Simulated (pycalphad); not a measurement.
All values are pycalphad results on the COST 507 light-alloy database (1999) (1 atm), not direct measurements. These are 1990s assessments: newer ones move some temperatures and phases. Amounts are mole fractions of atoms.

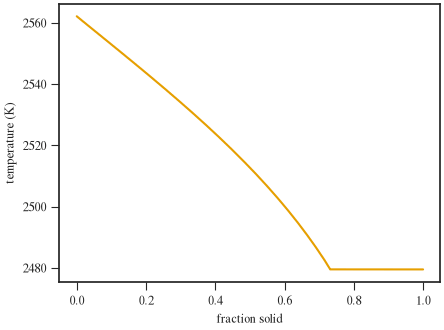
Figure. Scheil-Gulliver solidification path of Hf-4C (at.%)

Task: Compare equilibrium and Scheil-Gulliver solidification of Hf-4C (at.%).

Result: Both start at the liquidus, 2562 K. In full equilibrium the last liquid goes at 2503 K (range 59 K), and at 2475 K the alloy holds HCP_A3. With no diffusion in the solid (Scheil-Gulliver, steps of 4 K) the liquid lasts to an invariant point at 2479 K (range 83 K), where the last 0.27 of it freezes; the solid then holds HCP_A3 0.83, BCC_A2 0.17.

```json
[
 {"last step ahead of the change, T (K)": "2562", "liquid left there": "1.00", "liquid composition there (at.%)": "4.0 C", "solids forming below it": "HCP_A3"},
 {"last step ahead of the change, T (K)": "2479", "liquid left there": "0.27", "liquid composition there (at.%)": "1.4 C", "solids forming below it": "BCC_A2 + HCP_A3"}
]
```
Solids once formed stay as they are in this model, so peritectic reactions do not proceed; the changes are located to one step. Interstitial elements diffuse fast in the metal, so real castings lie closer to equilibrium.

BCC_A2 is bcc; HCP_A3 is hcp.
